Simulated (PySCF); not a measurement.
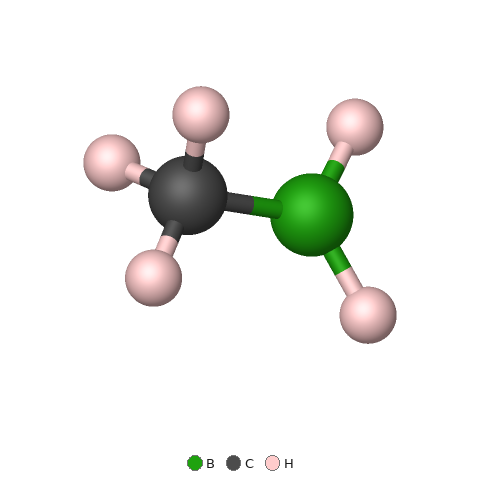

Geometry used (CH₅B, SMILES BC).

Simulated rotational absorption lines between 5 and 60 GHz at 40 K: rigid rotor with the equilibrium constants and dipole of one optimised conformer (PBE0-D3(BJ)/def2-SVP, PySCF 2.14.0), commonest isotopes; no centrifugal distortion, hyperfine structure, internal rotation or nuclear-spin weights; lines within 1 MHz of each other are summed. Lines of different type are drawn apart.

**What are the rotational constants, and what kind of rotor is it?**

Rotational constants A, B, C = 94.48, 21.44, 19.54 GHz; Ray's κ = −0.95, a near-prolate asymmetric top.

**Assign the strongest lines, as J(Ka,Kc).**

```tsv
GHz	upper	lower	type	relative intensity
40.99	1(0,1)	0(0,0)	a	1.00
53.08	7(1,6)	7(1,7)	a	0.11
39.84	6(1,5)	6(1,6)	a	0.10
28.47	5(1,4)	5(1,5)	a	0.08
18.99	4(1,3)	4(1,4)	a	0.06
51.64	3(0,3)	2(1,2)	b	0.04
```

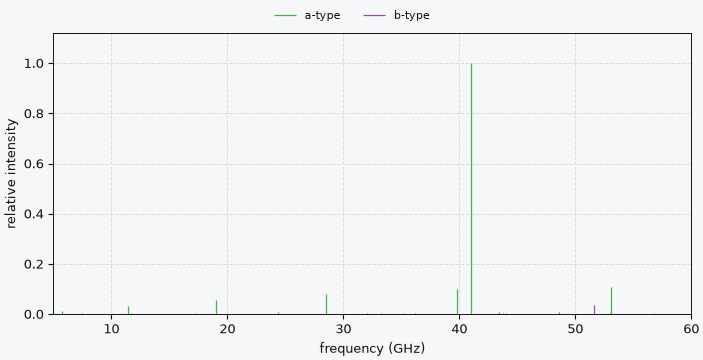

Caveats: coarse grid, loose stop and no frequency check, small forces are noise and the end may be a saddle.
